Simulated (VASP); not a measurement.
Band structure of WSe2 (2H layered). Computed with PBEsol GGA, VASP's PBE PAW potentials (set 64) (plane waves; VASP 6.6.1).

Without a dispersion term in the relaxation, distances and binding between the weakly bound layers, chains or molecules are unreliable, and so is what depends on them. Unless said otherwise, spin-orbit coupling is left out, though it shifts the bands of the heavy elements here.

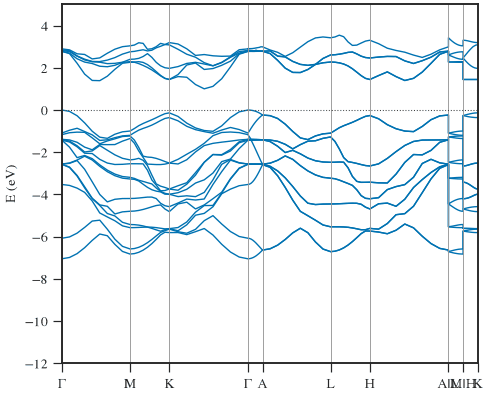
Bands along high-symmetry lines, zero at the valence-band maximum or, without a gap, the Fermi level

**Question.** Read the plot: is there a gap, and where are the band edges?

**Answer.** The gap is indirect, 1.00 eV, from the valence maximum at Γ to the conduction minimum at K-Γ at 0.44. (Edges off the drawn lines would not show.)

The compound is WSe2 in the 2H layered structure. It was relaxed first.
